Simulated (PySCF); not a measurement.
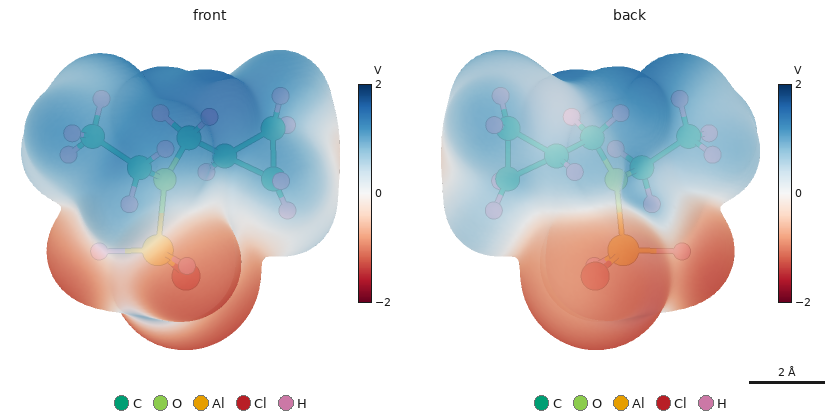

Figure 1: C6H14AlClO. The electrostatic potential painted on the density surface at 0.002 e/bohr³, seen from the front and from behind; the colour scale runs from red (negative) to blue (positive).

Geometry: GFN2-xTB.

The calculation used PBE0/pcSseg-1, SCF density, gas phase, non-relativistic in PySCF 2.14.0.

```xyz
23

C    -2.6194    1.2739   -0.1816
C    -1.8058    0.3325    0.6898
O    -0.6557   -0.1859    0.0335
C     0.3746    0.7760   -0.1932
C     1.6503    0.0751   -0.5698
C     2.4275   -0.6280    0.5057
C     2.9602    0.6327   -0.0973
Al   -0.9623   -2.0557   -0.2350
Cl    0.4791   -3.0152   -1.3164
H    -2.8550    0.7843   -1.1235
H    -2.0855    2.1996   -0.3844
H    -3.5479    1.5187    0.3260
H    -2.3968   -0.5544    0.9365
H    -1.4966    0.8245    1.6196
H     0.5220    1.3494    0.7321
H     0.0618    1.4626   -0.9894
H     1.6199   -0.3864   -1.5482
H     2.0420   -0.5915    1.5136
H     2.9008   -1.5633    0.2558
H     3.8067    0.5693   -0.7626
H     2.9446    1.5338    0.4978
H    -2.3305   -1.9049   -0.9850
H    -1.0389   -2.4199    1.2861
```

**Describe the electrostatic potential map.**

The most negative region (about −1.3 V) lies over Cl9, H22 and H23, the most positive (about +1.5 V) over H14 and H15.

**How polar is the molecule by this calculation?**

Its dipole moment is 6.45 D.
